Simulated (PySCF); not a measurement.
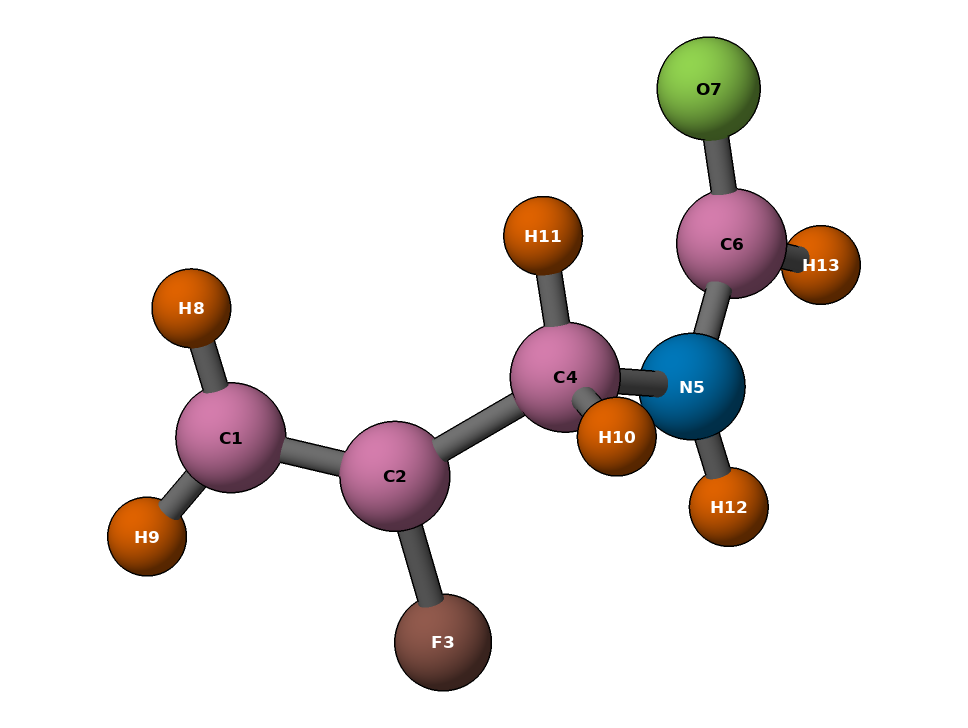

Geometry: a frame of a GFN2-xTB molecular-dynamics simulation, not a minimum. Level of theory: GIAO PBE0/pcSseg-1 NMR shielding, non-relativistic, gas phase (PySCF 2.14.0). Principal shieldings σ11 ≤ σ22 ≤ σ33, span Ω = σ33 − σ11, skew κ = 3(σiso − σ22)/Ω.

Give the shielding tensors of the F atoms.

```tsv
atom	σ11	σ22	σ33	σiso	Ω	κ
F3	153.1	259.3	349.7	254.0	196.6	−0.08
```

Shieldings and span in ppm.
